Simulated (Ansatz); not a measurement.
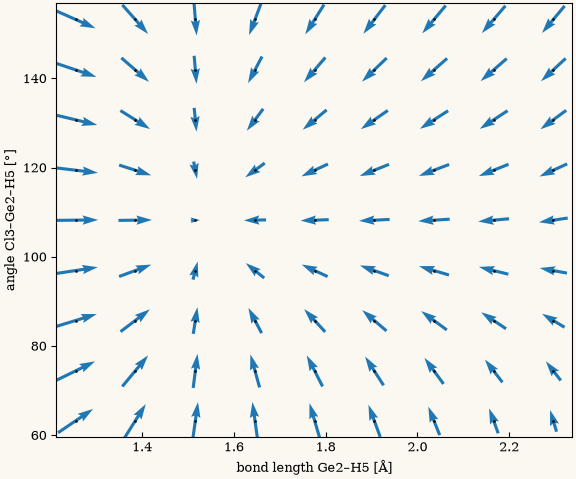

ClGeH2O, SMILES [O][GeH2][Cl], spin multiplicity 2. The first coordinate is: bond length Ge2–H5; the second: angle Cl3–Ge2–H5. Nothing is relaxed (all other coordinates rigid). The grid has 9 × 9 points. The calculation used Ansatz, UKS PBE0-D4/def2-TZVP.

Drawn: dots at the grid points, arrows along the force (downhill), their lengths compressed.

**The arrows alone are given. Where is the energy lowest?**

The arrows converge at about bond length Ge2–H5 = 1.530 Å, angle Cl3–Ge2–H5 = 108° (read from the interpolated surface).

The energy map of the same scan:

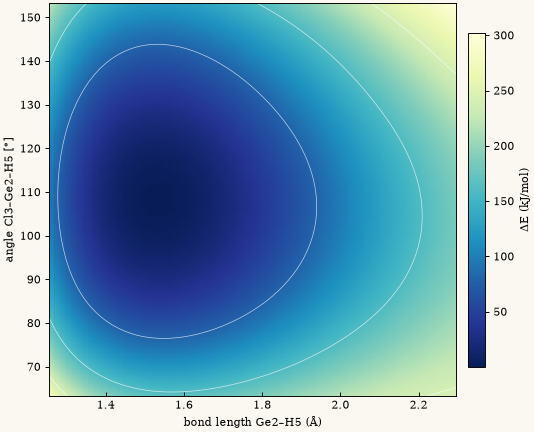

Energies are in kJ/mol, from the relaxed molecule at the same level; between grid points the surface is interpolated.
